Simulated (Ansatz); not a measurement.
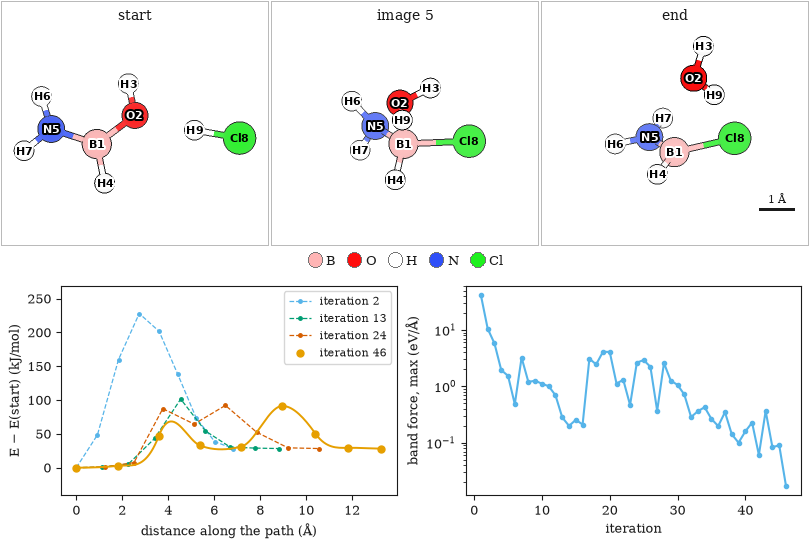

NEB run on BNH5OCl. Images are numbered from 0 (start) to 8 (end). The plot follows the band through its iterations. The picture is a ball-and-stick view, seen at a tilt.

All numbers below come from Ansatz, RKS PBE/def2-mTZVP. Run with 7 movable images; climbing image; force threshold 0.03 eV/Å; iteration limit 60; spring constant 50.0 eV/Å²; starting path through a guess of the saddle point.

> How did the profile develop, and is the result final?

The run is converged, with reservations. The band converged in 46 iterations. The largest component of the band force went from 41 to 0.017 eV/Å. The climbing image converged on the top of the path. Its curvatures weren't checked. The spring constant is far from the usual few eV/Å², which spoils the spacing or the steps. The first iteration put the highest image at 861.6 kJ/mol. The energy climbs by 91.3 kJ/mol to image 5 and then falls by 63.0 kJ/mol, so the end point sits at +28.3 kJ/mol.
